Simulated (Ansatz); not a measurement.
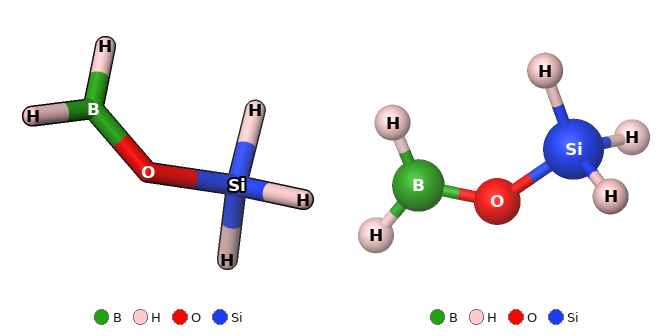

Both panels show the same species.

> What is the molecular formula?

BH5OSi, 8 atoms: 1 boron, 5 hydrogen, 1 oxygen and 1 silicon.

> How many sets of symmetry-equivalent atoms are there?

7: 1 B, 1 H, 1 H, 1 O, 1 Si, 2 H, 1 H.

> How many bonds of each kind are drawn?

3 Si–H, 2 B–H, 1 O–Si, 1 B–O. Sticks follow a distance rule.

> Which point group does it belong to?

Cs.

The parts below concern this one geometry. Atoms keep their numbers from picture to picture. The geometry was computed by an optimisation with PBE0-D4/def2-TZVP.

Shape

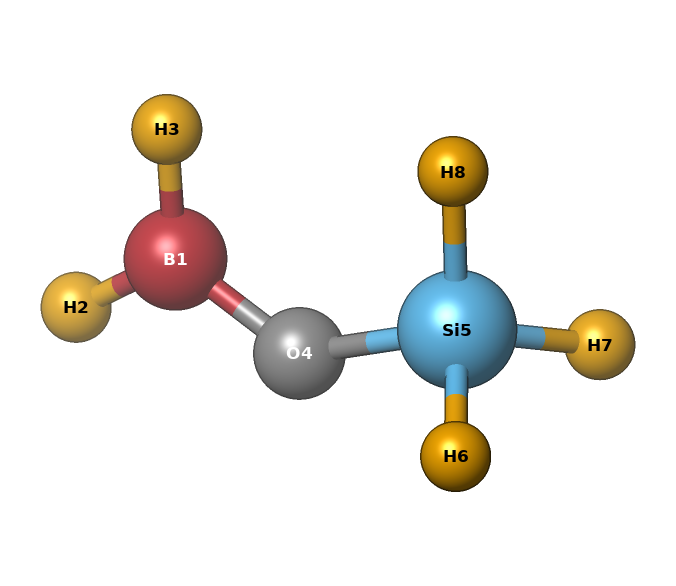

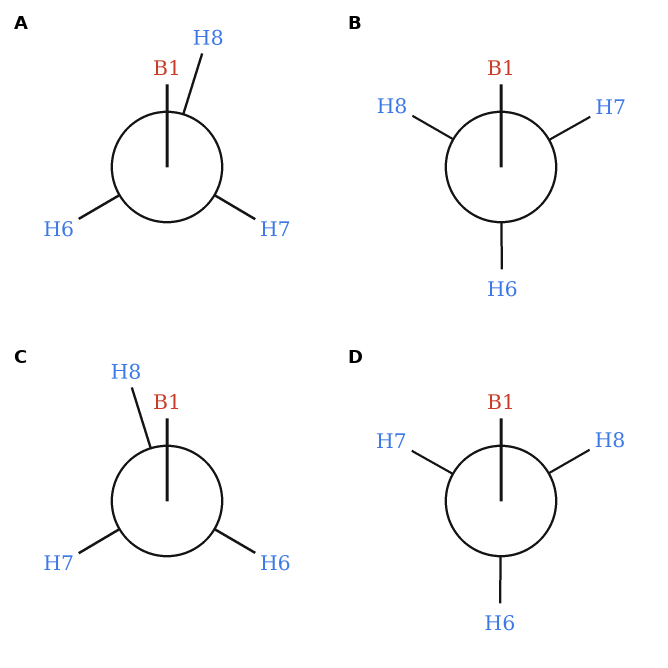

Distant atoms are faded towards the background colour. Bonds that would overlap in a projection are set slightly apart.

> Which Newman projection shows the view along O4–Si5, with O4 in front?

C. The torsion angle B1–O4–Si5–H6 is 121°, anticlinal.

Electronic properties

Method: RKS PBE0-D4/def2-TZVPP (Ansatz 0.2.0).

> What is the HOMO–LUMO gap?

7.84 eV.

> Estimate the HOMO energy (Kohn–Sham orbital).

−8.49 eV.

> Give the dispersion correction at this level.

−9.3 kJ/mol.

Vibrations

Harmonic vibrations computed with RKS PBE0-D4/def2-TZVP (Ansatz 0.2.0) at a stationary point of the same level.

> How many vibrational modes are there, and where do they lie?

18 modes: 92, 204, 279, 714, 728, 758, 949, 955, 966, 1021, 1059, 1229, 1396, 2234, 2253, 2254, 2537, 2635 cm⁻¹.

Charges

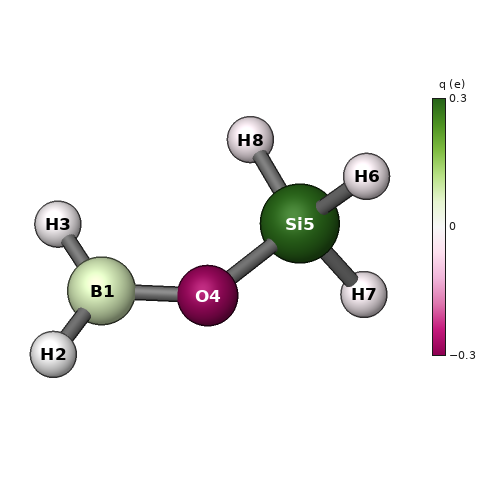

Atoms are coloured by their Mulliken charges. Properties computed with RKS PBE0-D4/def2-TZVP (Ansatz 0.2.0).

> Which atom carries the highest charge (most positive or least negative)?

Si5 (0.29 e).

> And the lowest?

O4 (−0.29 e).

List the Mulliken charges.

| atom | value (e) |
| --- | --- |
| B1 | 0.08 |
| H2 | 0.00 |
| H3 | −0.01 |
| O4 | −0.29 |
| Si5 | 0.29 |
| H6 | −0.02 |
| H7 | −0.02 |
| H8 | −0.03 |

Mulliken values depend strongly on the basis set and can even reverse the polarity of a bond.
